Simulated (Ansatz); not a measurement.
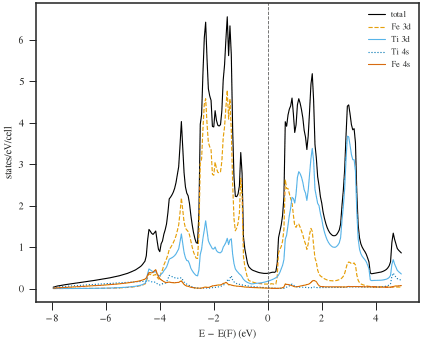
Figure: Total and projected density of states of TiFe (CsCl type, Pm-3m), r²SCAN (plane waves, PAW; program Ansatz)

Question: Which orbitals carry the states next to the Fermi level?

Answer: Within 0.5 eV of the Fermi level: Fe 3d 45 %, Ti 3d 38 %, outside the projected shells 11 %. Projections are on Löwdin-orthogonalised atomic valence shells; empty p or d shells of many metals are not among them.

Question: Where is the tallest occupied peak in this window, and what makes it?

Answer: Near -1.5 eV, about 6.6 states/eV per cell; the largest projected share is Fe 3d.

The workflow started from a Materials Project entry (that database holds measured and hypothetical structures alike); the Crystallography Open Database files this formula in space group No. 221, but the cells were not matched. Its standing as an ambient phase is unchecked. Symmetry was held in the r²SCAN relaxation; whether a distortion lowers the energy is not shown. The run is not spin-polarised.

Potentials: the later of the program's two PAW sets.
